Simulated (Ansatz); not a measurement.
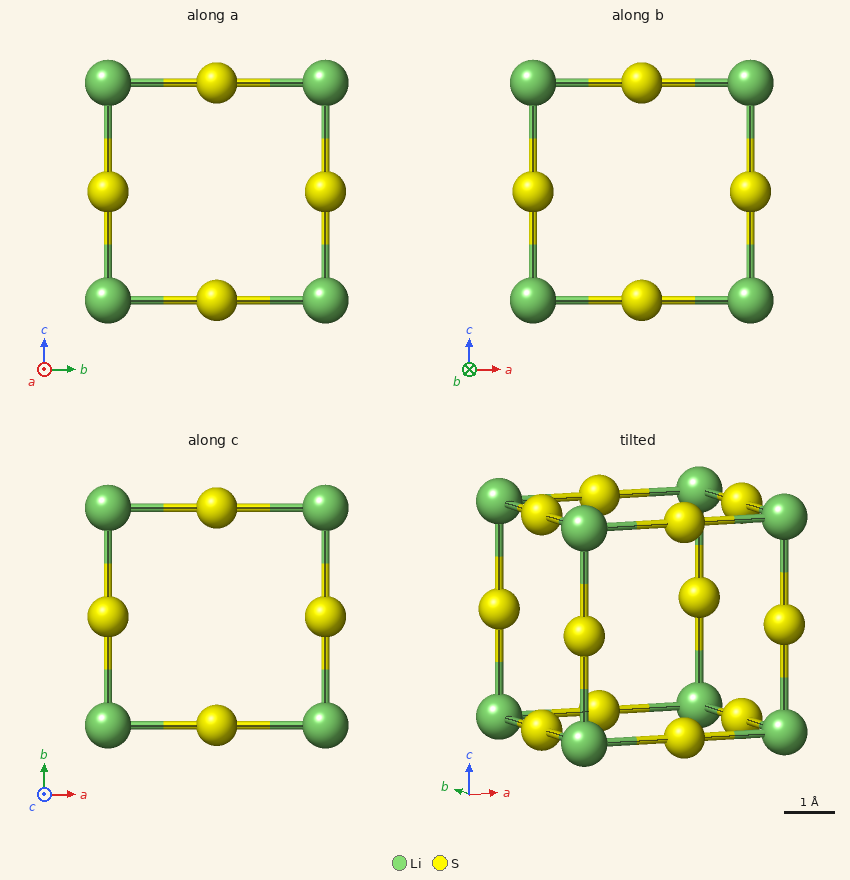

Ball-and-stick representation of a periodic structure, projected along the a axis, along the b axis, along the c axis and slightly off an axis. The frame is the conventional unit cell; atoms at its boundary are shown with their periodic copies.

Lattice parameters: a = 4.410 Å, b = 4.410 Å, c = 4.410 Å, α = 90.00°, β = 90.00°, γ = 90.00°.

Express the structure as a table of Wyckoff sites.

Answer. Space group Pm-3m (No. 221).
```json
{"atom": "Li", "site": "1a", "x": "0.0000", "y": "0.0000", "z": "0.0000"}
{"atom": "S", "site": "3d", "x": "0.5000", "y": "0.0000", "z": "0.0000"}
```

The model was built from a random cell made by a generator, so it need not be a real form of the compound. Atoms and cell were optimised with DFT PBE, scalar-relativistic, plane waves, PAW (Ansatz 0.2.0).
